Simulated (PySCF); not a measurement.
System: C$_{6}$H$_{5}$NO$_{3}$ (SMILES O=COc1cc(O)ccn1).

The calculation's input:

```
{"job": {"kind": "nmr", "xc": "PBE0", "basis": "pcSseg-1"}, "charge": 0, "multiplicity": 1}
O      2.553293    -1.650348     0.444343
C      2.860046    -0.663801    -0.156213
O      2.094493     0.347428    -0.535525
C      0.737064     0.432676    -0.280578
C     -0.064185    -0.659648     0.021813
C     -1.421543    -0.425881     0.231999
O     -2.278940    -1.416433     0.538079
C     -1.905503     0.877630     0.117096
C     -1.005844     1.876951    -0.196684
N      0.285186     1.668771    -0.390319
H      3.888230    -0.444615    -0.492532
H      0.344874    -1.654245     0.100868
H     -1.813794    -2.261236     0.601598
H     -2.952132     1.076602     0.272841
H     -1.325657     2.904137    -0.298698
```

Run with:

```sh
OMP_NUM_THREADS=1 python probes_run.py task.json out
```

Geometry: GFN2-xTB.

All numbers below come from PBE0/pcSseg-1, SCF density, gas phase, non-relativistic in PySCF 2.14.0.

**What will maps of the electron density and electron localisation function show?**

C–N (1.32 Å): the density is about 2.5 e/Å³ at the midpoint; the ELF peaks at about 0.90 between the atoms (localised, covalent bonding).
C–C (1.38 Å): the density is about 2.1 e/Å³ at the midpoint; the ELF peaks at about 0.95 between the atoms, as expected for a covalent bond.
O–H (0.97 Å): ρ at the midpoint is about 3.7 e/Å³; the ELF climbs to about 1 towards the hydrogen, as it does in any bond to H: a covalent bond by its length.
C–O (1.35 Å): ρ at the midpoint is about 2.4 e/Å³, with its minimum of 2 e/Å³ about 0.5 Å from C; the ELF peaks at about 0.90 between the atoms (a shared but strongly polarised pair).

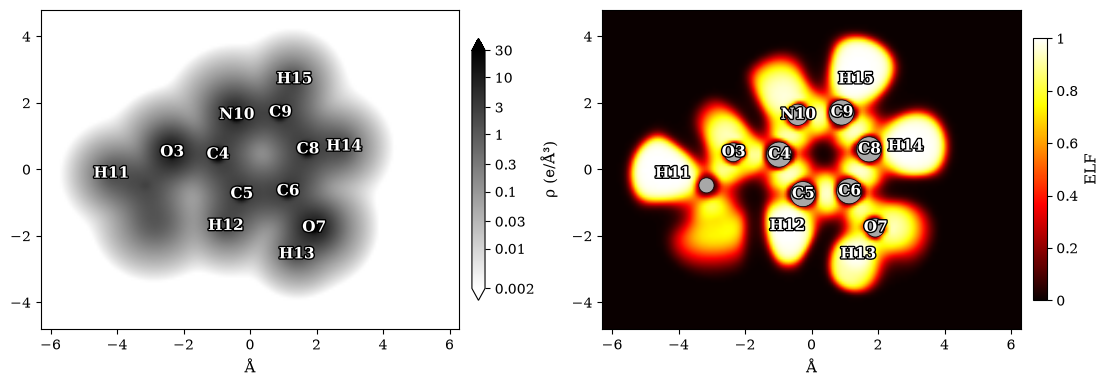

Computed electron density and electron localisation function on the plane of atoms C5, C4 and N10, in this order. Grey discs cover the atomic cores in the ELF map. 
